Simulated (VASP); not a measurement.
Band structure of InSb (space group F-43m). Method: PBE GGA, VASP's PBE PAW potentials (set 64) (plane waves; VASP).

Unless said otherwise, spin-orbit coupling is left out, though it shifts the bands of the heavy elements here.

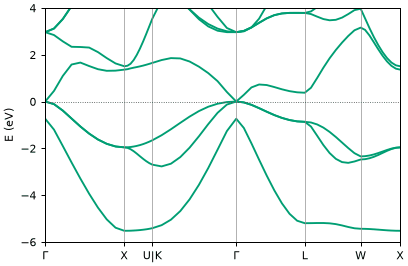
Bands along high-symmetry lines, zero at the valence-band maximum or, without a gap, the Fermi level

Task: Read the plot: is there a gap, and where are the band edges?

Result: It has no gap at this level: it comes out as a metal or semimetal.

The structure comes from a computed database's InSb entry; how it stands against other phases isn't given here. The cell was not relaxed at this level.
